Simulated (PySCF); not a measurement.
Excited-state calculation, with input and output: SnH3OF

- system: SnH3OF, SMILES [OH][SnH2][F]
- method: TDA (TPSSh)/x2c-TZVPall, RKS, sfX2C (PySCF 2.14.0)

The geometry comes from this level: PBE0-D4/def2-TZVP.

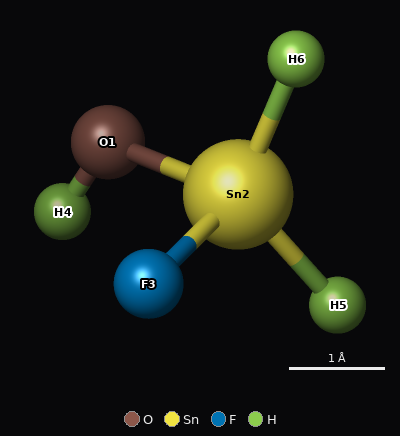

The structure (ball-and-stick view, seen at a tilt; atoms are numbered from 1 in the order of the input). Sticks mark near contacts.

**The input (input.py)**
```python
from pyscf import gto, dft, tdscf

mol = gto.M(
    atom='start.xyz',
    max_memory=1860,
    charge=0,
    verbose=3,
    basis='x2c-tzvpall',
)

ks = dft.RKS(mol)
ks.xc = 'tpssh'
ks = ks.sfx2c1e()
ks.conv_tol = 1e-10
ks.grids.level = 4
ks.kernel()
if not ks.converged:
    ks = ks.newton().run(ks.mo_coeff, ks.mo_occ)

e_tot = ks.e_tot
print('E(%s) = %.9f' % ('TPSSH', e_tot))

td = ks.TDA()
td.nstates = 3
td.kernel()
td.analyze()
roots = td.e * 27.211386
osc = td.oscillator_strength()
print('state   eV      nm      f')
for i, (w, f) in enumerate(zip(roots, osc), 1):
    print('%3d %9.4f %8.1f %9.5f' % (i, w, 1239.842 / w, f))
```

**File start.xyz**
```
6
FH3OSn
O     -1.414400    -0.333000    -0.425000
Sn     0.302300     0.255900     0.283700
F      1.409100    -1.315100     0.302100
H     -1.368600    -0.685700    -1.316700
H      1.096100     1.317100    -0.782100
H      0.017500     0.696700     1.891900
```

Launch command:
```bash
OMP_NUM_THREADS=1 python input.py
```

**The program's output**
```
converged SCF energy = -6353.52615480336
E(TPSSH) = -6353.526154803
Excitation energies (eV)
[6.55845433 6.99978087 7.34434158]

** Singlet excitation energies and oscillator strengths **
state   eV      nm      f
  1    6.5585    189.0   0.03821
  2    6.9998    177.1   0.00208
  3    7.3443    168.8   0.01255
```

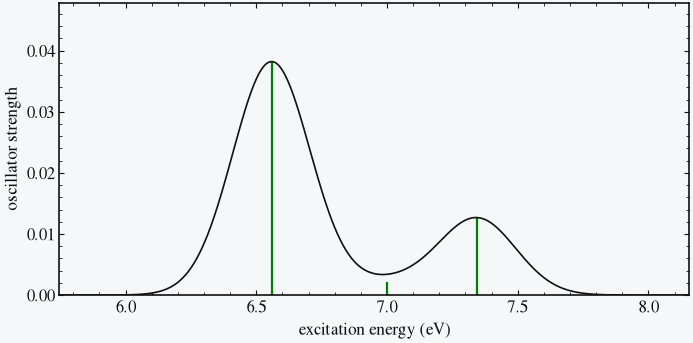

Computed excitations as sticks (degenerate states added up, dark ones marked on the axis), with a Gaussian envelope of 0.35 eV full width at half maximum, scaled to the tallest. Of the 3 states the lowest lies at 6.56 eV (f = 0.038); the strongest line is at 6.56 eV, or 189 nm (f = 0.038).

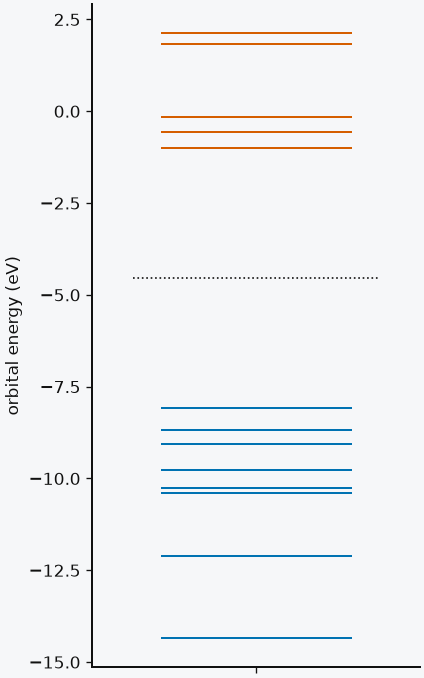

Orbital energies near the frontier; the dotted line parts filled from empty levels, and levels within 0.02 eV of each other stand side by side. Highest filled −8.08 eV, lowest empty −0.99 eV, 7.09 eV apart.

**Summary**

- outcome: converged
- total energy: −6353.526155 hartree
- basis functions: 140
- HOMO: −8.08 eV
- LUMO: −0.99 eV
- dipole moment: 2.25 D
- lowest excitation: 6.56 eV
- hardware: 1 thread of Arm Neoverse V1, 24 GiB of memory available, shared host
- wall time: 10 min
- peak memory: 1.2 GiB
